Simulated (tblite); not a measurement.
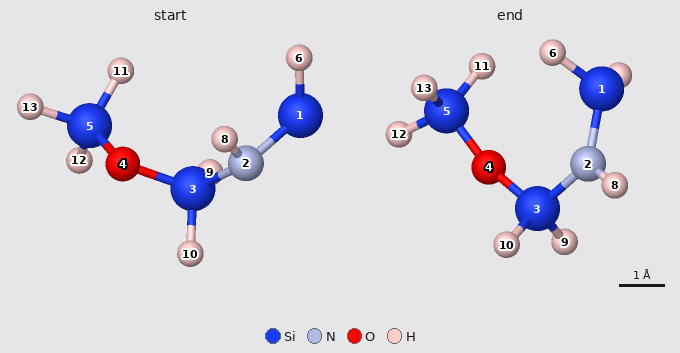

The structure of Si3NH8O (multiplicity 2) before (left) and after (right) a relaxation, at one scale.

A ball-and-stick model, seen at a tilt.

Theory: tblite 0.8.0, GFN2-xTB geometry optimisation, gas phase. 

Q: What changed between the two?

A: Over 205 geometry steps the energy falls by 85.5 kJ/mol. An H atom moves most after the best rigid fit: 1.96 Å. By element the largest moves are H 1.96 Å, O 1.21 Å, Si 1.07 Å, N 0.33 Å. Some distances before and after: Si–Si 2.870 → 3.177 Å, O–Si 1.718 → 1.616 Å, O–Si 1.689 → 1.613 Å, H–N 1.063 → 1.006 Å. Among the angles between lasting bonds that change: Si–O–Si 114.8° → 159.1°, Si–N–Si 114.6° → 128.5°, Si–N–H 106.0° → 116.8°. Groups turn about O–Si by about 150°, O–Si by about 140°.
